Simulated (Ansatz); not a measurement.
## V_O (site 2) in LiLaO2 (P2_1/c): charge-transition levels and formation energies

Wanted: the transition levels of a vacancy in LiLaO2 (P2_1/c), from a cell of 64 host atoms with 1 O taken out.

Main program and level: Ansatz 0.2.0; place-levels on PBEsol runs: charge-transition levels and formation energies with image-charge correction and potential alignment at the atomic sites.

## Step 1: The structure

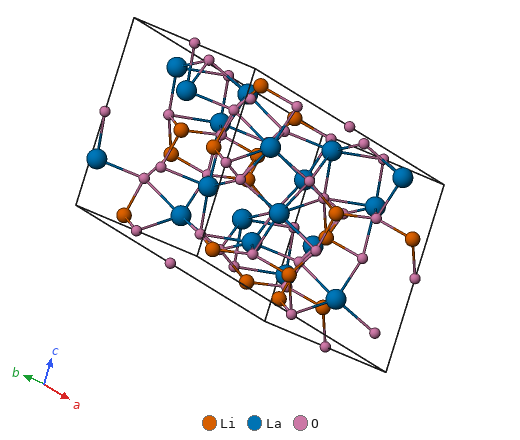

Start, viewed slightly off an axis; lithium orange, lanthanum blue, oxygen pink. Bonds to atoms that aren't drawn are left out. Some periodic images of atoms are drawn too.

The cell holds 63 atoms: 16 Li, 16 La and 31 O. Its edges and angles: a = 10.981 Å, b = 9.563 Å, c = 10.981 Å, α = 111.2°, β = 111.8°, γ = 111.1°. It derives from LiLaO2 (space group P2_1/c). Nearest the centre at fractional (0.388, 0.303, 0.175): Li14 at 2.13 Å, Li1 at 2.13 Å, La18 at 2.46 Å, La29 at 2.48 Å, La28 at 2.53 Å, La21 at 2.54 Å, O33 at 2.92 Å, O36 at 2.92 Å.

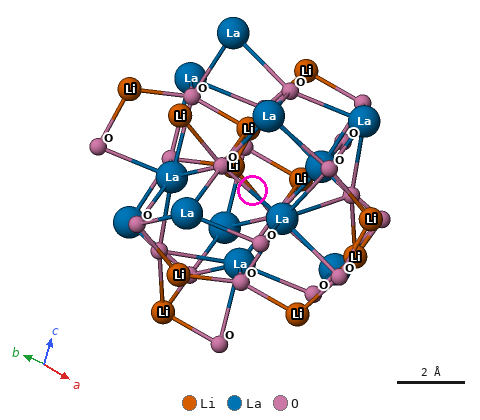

The atoms within 5 Å of the centre. A ring marks the centre wherever it is empty.

Screening for the image-charge correction: ε∞ = (4.50, 4.58, 4.51), ε0 = principal values (19.87, 20.07, 24.42), from a response run on this crystal (DFPT, PBEsol) at that run's own cell.

The cell's shortest repeat is 9.6 Å.

## Step 2: Charge states

Levels follow from differences of total energies between charge states, each relaxed by itself.

Each atom starts 0.05 Å or so off its site in a random direction. Forces are taken at one point at (¼, ¼, ¼). The cell holds 1 electron more than the neutral one, with a uniform background that keeps it neutral on the whole. The electron count is odd, so at least one spin is unpaired; this run locks the moment at 1 μB.

The sampling was tested on the host first: at the k-points planned (1x1x1 shifted 0.25 0.25 0.25) its energy lies -0.001 eV an atom from the dense-mesh value, under the bound of 0.02 eV set for this test; that bounds the host's error, not the defect's.

One state's input; the others differ in charge, spin, start and seed, and in occupations where the table says so.

qm1_M1.relax/input.yaml

```yaml
crystal:
  lattice:
    - [-7.10172383, 6.15869257, 5.67639954]
    - [4.55785073, -6.15869257, 5.72242795]
    - [7.10172383, 6.15869257, -5.67639954]
  atoms:
    - { symbol: Li, position: [0.33570452, 0.3238903, 0.34722589] }
    - { symbol: Li, position: [0.33570452, 0.8238903, 0.84722589] }
[... 3 atom lines left out ...]
    - { symbol: Li, position: [0.02333559, 0.9261097, 0.76181421] }
[... 4 atom lines left out ...]
    - { symbol: Li, position: [0.66429548, 0.1761097, 0.15277411] }
    - { symbol: Li, position: [0.66429548, 0.6761097, 0.65277411] }
[... 1 atom line left out ...]
    - { symbol: Li, position: [0.47666441, 0.5738903, 0.23818579] }
[... 3 atom lines left out ...]
    - { symbol: La, position: [0.31346854, 0.99787746, 0.11403179] }
[... 2 atom lines left out ...]
    - { symbol: La, position: [0.11615433, 0.25212254, 0.06559107] }
[... 6 atom lines left out ...]
    - { symbol: La, position: [0.68653146, 0.50212254, 0.38596821] }
    - { symbol: La, position: [0.38384567, 0.24787746, 0.93440893] }
    - { symbol: La, position: [0.38384567, 0.74787746, 0.43440893] }
[... 2 atom lines left out ...]
    - { symbol: O, position: [0.12729314, 0.05250471, 0.16469353] }
[... 2 atom lines left out ...]
    - { symbol: O, position: [0.62729314, 0.55250471, 0.16469353] }
    - { symbol: O, position: [0.11218881, 0.19749529, 0.82478842] }
[... 1 atom line left out ...]
    - { symbol: O, position: [0.61218881, 0.19749529, 0.32478842] }
[... 10 atom lines left out ...]
    - { symbol: O, position: [0.58328271, 0.18499896, 0.97130777] }
    - { symbol: O, position: [0.58328271, 0.68499896, 0.47130777] }
[... 1 atom line left out ...]
    - { symbol: O, position: [0.28630881, 0.56500104, 0.14828375] }
[... 2 atom lines left out ...]
    - { symbol: O, position: [0.41671729, 0.31500104, 0.52869223] }
[... 3 atom lines left out ...]
    - { symbol: O, position: [0.21369119, 0.43499896, 0.35171625] }
    - { symbol: O, position: [0.21369119, 0.93499896, 0.85171625] }
[... 1 atom line left out ...]
    - { symbol: O, position: [0.71369119, 0.93499896, 0.35171625] }
  host:
    repeats: [1, 1, 1]
    atoms:
      - { symbol: Li, position: [0.33570452, 0.3238903, 0.34722589] }
      - { symbol: Li, position: [0.33570452, 0.8238903, 0.84722589] }
      # ... 62 more atoms of the perfect host
total_charge: -1
basis:
  ecutwfc: 420
  xc_grid: 2
hamiltonian:
  xc: pbesol
kpoints:
  mp_grid: { grid: [1, 1, 1], shift: [0.25, 0.25, 0.25] }
magnetization:
  spin_polarized: true
  initial_magnetization: 1
  spin_locking: { lock_magnetization: hard }
scf:
  occupations: { method: fixed }
  max_iter: 80
output:
  forces: true
  charged_corrections:
    epsilon: [4.5, 4.58, 4.51]
    static_epsilon: [[20.94, 0.0, 1.74], [0.0, 19.87, 0.0], [1.74, 0.0, 23.55]]
    defect_position: [0.387811, 0.302505, 0.175212]
relax:
  f_tol: 0.02
  max_steps: 80
  random_displacement: { amplitude: 0.05, seed: 8609 }
checkpoint:
  write: "../qm1_M1.relax.run"
  compress: false
  write_wavefunctions: true
  write_every: 100000
```

Command:

```
> ansatz run input.yaml --threads 4 --pin off --max-ram 7536MiB --backend cpu --events-out ev --progress --plain --runs-dir out
```

The relaxed structure is kept and the sampling changed to a 2×2×2 shifted mesh.

The run of this state that the levels use, under PBEsol:

qm1_M1.point/input.yaml

```yaml
crystal:
  checkpoint: "../qm1_M1.relax.run"
  host: checkpoint
total_charge: -1
basis:
  ecutwfc: 420
  xc_grid: 2
hamiltonian:
  xc: pbesol
kpoints:
  mp_grid: { grid: [2, 2, 2], shift: [0.5, 0.5, 0.5] }
magnetization:
  spin_polarized: true
  initial_magnetization: 1
  spin_locking: { lock_magnetization: hard }
scf:
  occupations: { method: fermi_dirac, width: 0.01 }
  max_iter: 80
output:
  forces: true
  eigenvalues: true
  charged_corrections:
    epsilon: [4.5, 4.58, 4.51]
    static_epsilon: [[20.94, 0.0, 1.74], [0.0, 19.87, 0.0], [1.74, 0.0, 23.55]]
    defect_position: [0.387811, 0.302505, 0.175212]
  eigenstates: { localisation: true }
  populations: true
  efg: {}
checkpoint:
  read: "../qm1_M1.relax.run"
  write: "../qm1_M1.point.run"
  compress: false
  write_wavefunctions: false
  write_every: 100000
```

Relaxations under PBEsol at one point at (¼, ¼, ¼); times on 4 threads of Intel Xeon Platinum 8259CL at 2.50GHz (Skylake/Cascade Lake), shared host:

| charge | moment (μB) | occupations | outcome | steps | largest displacement against the far atoms (Å) | time |
| --- | --- | --- | --- | --- | --- | --- |
| −1 | 1 | fixed | converged | 9 | 0.26 | 4.2 min |
| 0 | 0 | fixed | converged | 7 | 0.18 | 84 s |
| +1 | 1 | fixed | converged | 8 | 0.56 | 2.7 min |
| +2 | 0 | fixed | converged | 10 | 0.62 | 2 min |
| 0 | 2 | fixed | converged | 10 | 0.60 | 4 min |

Single points under PBEsol at a 2×2×2 shifted mesh; times on 4 threads of Intel Xeon Platinum 8259CL at 2.50GHz (Skylake/Cascade Lake), shared host:

| charge | moment (μB) | occupations | outcome | time |
| --- | --- | --- | --- | --- |
| −1 | 1 | fermi-dirac | converged | 3 min |
| 0 | 0 | fermi-dirac | converged | 73 s |
| +1 | 1 | fermi-dirac | converged | 2.6 min |
| +2 | 0 | fermi-dirac | converged | 61 s |
| 0 | 2 | fermi-dirac | converged | 2.9 min |

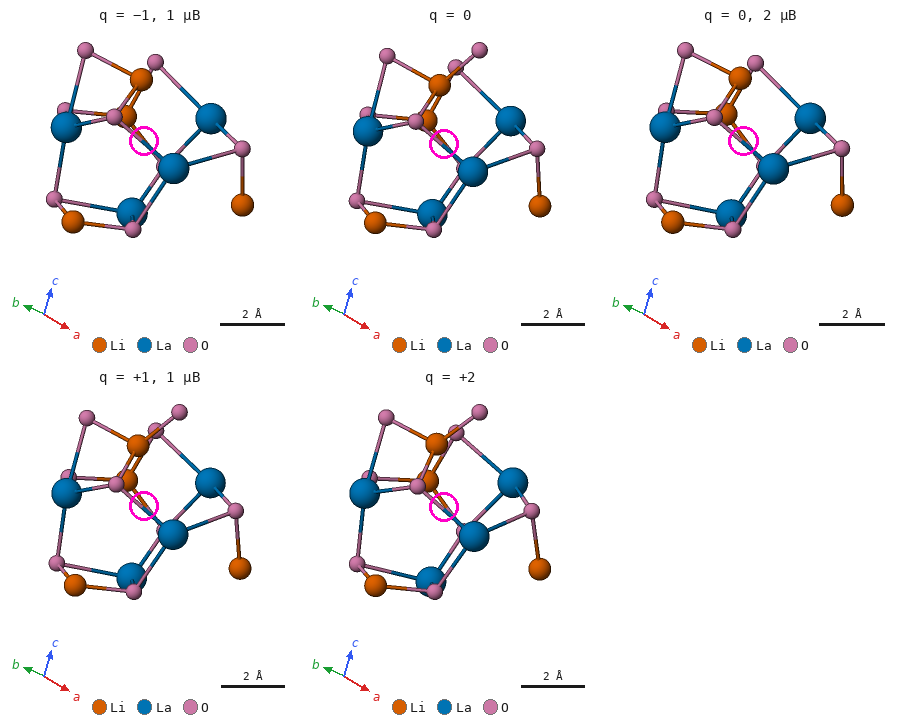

The structures near the centre after relaxation with PBEsol, by charge. A ring marks the centre wherever it is empty.

Distances (Å) from the ideal centre to the nearest atoms after relaxation with PBEsol:

| charge | moment (μB) | 1. | 2. | 3. | 4. | 5. | 6. |
| --- | --- | --- | --- | --- | --- | --- | --- |
| −1 | 1 | Li 2.26 | Li 2.37 | La 2.48 | La 2.53 | La 2.54 | La 2.55 |
| 0 | 0 | Li 2.22 | Li 2.29 | La 2.53 | La 2.54 | La 2.57 | La 2.61 |
| 0 | 2 | Li 2.33 | La 2.50 | La 2.53 | La 2.57 | La 2.58 | Li 2.68 |
| +1 | 1 | Li 2.31 | La 2.57 | La 2.57 | La 2.59 | La 2.61 | Li 2.65 |
| +2 | 0 | Li 2.39 | La 2.62 | La 2.64 | La 2.67 | Li 2.69 | O 2.71 |

## Step 3: place-levels, PBEsol

A charged cell interacts with its images and the background, and its potential has another zero than the host's. place-levels removes the first by a point-charge model, screened by the static dielectric constant since the ions have relaxed around the charge, and the second by comparing potentials at atoms far from the defect.

The host is a run of the defect-free crystal in the same cutoffs, grids and k-points, so that basis and sampling errors cancel in part in the differences. Its band edges come from a run of the primitive cell that searches the zone for them. Chemical potentials are energies per atom of O (O2 molecule), run with the same functional and cutoff.

levels.point.yaml

```yaml
host:
  run: host.point.run
  levels_from: { run: edges.point.run }
states: [qm1_M1.point.run, q0.point.run, qp1_M1.point.run, qp2.point.run, q0_M2.point.run]
geometry_from:
  qm1_M1.point.run: qm1_M1.relax.run
  q0.point.run: q0.relax.run
  qp1_M1.point.run: qp1_M1.relax.run
  qp2.point.run: qp2.relax.run
  q0_M2.point.run: q0_M2.relax.run
  host.point.run: host.relax.run
chemical_potentials:
  O:
    energy: -558.282649
    dataset: "<sha256 of the dataset>"
epsilon: [4.5, 4.58, 4.51]
static_epsilon:
  - [20.94, 0.0, 1.74]
  - [0.0, 19.87, 0.0]
  - [1.74, 0.0, 23.55]
vertical:
  - { from: qm1_M1.point.run, to: qm1_M1.point_neutral.run }
  - { from: qp1_M1.point.run, to: qp1_M1.point_neutral.run }
  - { from: qp2.point.run, to: qp2.point_neutral.run }
```

Command:

```
> ansatz place-levels levels.point.yaml -- --threads 4 --pin off --max-ram 7536MiB
```

Numbers of over 12 decimals in the logs are rounded to 6 here.

What it wrote:

```text
[... repeated set-up lines and file paths are left out, and long positions are rounded to six places ...]
(+2/+1) 2.177 eV above the valence edge, 1.560 eV under the conduction edge
(+1/0) 3.107 eV above the valence edge, 0.630 eV under the conduction edge
(0/-1) 3.703 eV above the valence edge, 0.034 eV under the conduction edge
formation energy of charge +2: +1.347 eV with the Fermi level at the valence edge
formation energy of charge +1: +3.524 eV with the Fermi level at the valence edge
formation energy of charge 0: +6.631 eV with the Fermi level at the valence edge
formation energy of charge -1: +10.334 eV with the Fermi level at the valence edge
vertical -1 to 0: no energy, since no alignment is typed
  the change from vertical[0].from (qm1_M1.point.run) to vertical[0].to (qm1_M1.point_neutral.run): by its potential at epsilon [4.5, 4.58, 4.51] it stands at 0.490 0.271 0.329, with an rms radius of about 2.9 Å (1.7 1.3 2.1 Å across the planes of the cell's [...]
vertical +1 to 0: no energy, since no alignment is typed
  the change from vertical[1].from (qp1_M1.point.run) to vertical[1].to (qp1_M1.point_neutral.run): by its potential at epsilon [4.5, 4.58, 4.51] it stands at 0.382 0.307 0.160, with an rms radius of about 2.3 Å (1.4 1.1 1.4 Å across the planes of the cell's [...]
vertical +2 to 0: no energy, since no alignment is typed
  the change from vertical[2].from (qp2.point.run) to vertical[2].to (qp2.point_neutral.run): by its potential at epsilon [4.5, 4.58, 4.51] it stands at 0.386 0.309 0.157, with an rms radius of about 2.7 Å (1.7 1.3 1.6 Å across the planes of the cell's [...]
  edges by pbesol of host.levels_from (edges.point.run), its mesh sampled to repeats of 29.15 Å (the valence edge +0.009 eV and the conduction edge -0.061 eV from those of the host's own run), gap 3.737 eV; the host is sampled to repeats of 23.32 Å
  the defect's cells are sampled to repeats of 23.32 Å, like sampling
  charge +2: -119334.4225 eV with its correction of +0.187 eV, at epsilon [[20.94, 0, 1.74], [0, 19.87, 0], [1.74, 0, 23.55]], aligned at sites: -0.1133 eV, mean over 28 atomic sites at or beyond 4.78 Å from the defect at [0.3878, 0.3025, 0.1752], with [...]
  charge +1: -119323.5520 eV with its correction of -0.009 eV, at epsilon [[20.94, 0, 1.74], [0, 19.87, 0], [1.74, 0, 23.55]], aligned at sites: -0.1123 eV, mean over 28 atomic sites at or beyond 4.78 Å from the defect at [0.3878, 0.3025, 0.1752], with [...]
  charge 0: +0.000 eV for its dipole among its images, +0.000 omitted
  charge -1: -119299.3556 eV with its correction of +0.170 eV, at epsilon [[20.94, 0, 1.74], [0, 19.87, 0], [1.74, 0, 23.55]], aligned at sites: -0.0663 eV, mean over 28 atomic sites at or beyond 4.78 Å from the defect at [0.3878, 0.3025, 0.1752], with [...]
  charge 0: states[4] (q0_M2.point.run) stands 0.330 eV higher, with a moment of 2.00 μB against 0.00
  of states[3] (qp2.point.run): it parts from the run at its places by a charge that spreads by about 1.7 Å along one vector (1.4 Å or more is wide), by its potential at epsilon [4.5, 4.58, 4.51], taken for that of held ions (one typed too small widens it), [...]
  of states[2] (qp1_M1.point.run): its displacements don't fall off away from the defect: farther atoms stand 0.039 Å off the host's places. [...]
  of states[0] (qm1_M1.point.run): it parts from the run at its places by a charge that spreads by about 2.1 Å along one vector (1.4 Å or more is wide), by its potential at epsilon [4.5, 4.58, 4.51], taken for that of held ions (one typed too small widens [...]
  of states[4] (q0_M2.point.run): its alignment with the host at atomic sites is doubtful: the mean over the far sites moves by -0.0738 eV from their farther parts to their nearer, more than 0.05 eV. [...]
  of vertical[0].from (qm1_M1.point.run): its displacements don't fall off away from the defect: farther atoms stand 0.034 Å off the host's places. [...]
  of vertical[0].to (qm1_M1.point_neutral.run): its displacements don't fall off away from the defect: farther atoms stand 0.034 Å off the host's places. [...]
  of vertical[1].from (qp1_M1.point.run): its displacements don't fall off away from the defect: farther atoms stand 0.039 Å off the host's places. [...]
  of vertical[1].to (qp1_M1.point_neutral.run): its displacements don't fall off away from the defect: farther atoms stand 0.039 Å off the host's places. [...]
  of vertical[2].from (qp2.point.run): it parts from the run at its places by a charge that spreads by about 1.7 Å along one vector (1.4 Å or more is wide), by its potential at epsilon [4.5, 4.58, 4.51], taken for that of held ions (one typed too small widens [...]
  vertical[2].to (qp2.point_neutral.run): levels filled in part (TS 0.002 eV): its energy is of no whole electron's
```

Wall time 0.93 s (4 threads of Intel Xeon Platinum 8259CL at 2.50GHz (Skylake/Cascade Lake), shared host).

(Continued in part 2 of 2.)

[Logs are printed without paths, hosts, clocks, repeated set-up lines and the standing remarks that a program may print on its own settings, such as how far it seeks lower states.]

[Hosts, paths, dates, database ids (printed as entryN), source tags and the programs' standing remarks are cut or masked in the printed files.]

[Where a table of states has a column of steps, it counts the stored structures, which are thinned; the runs took as many ionic steps or more.]

[A defect's name tells the site on which it was built; relaxed atoms can leave that site.]

[For some hosts the program warned that the k-mesh of the response run may be too coarse for force constants and the static dielectric constant; such warnings are not shown here.]
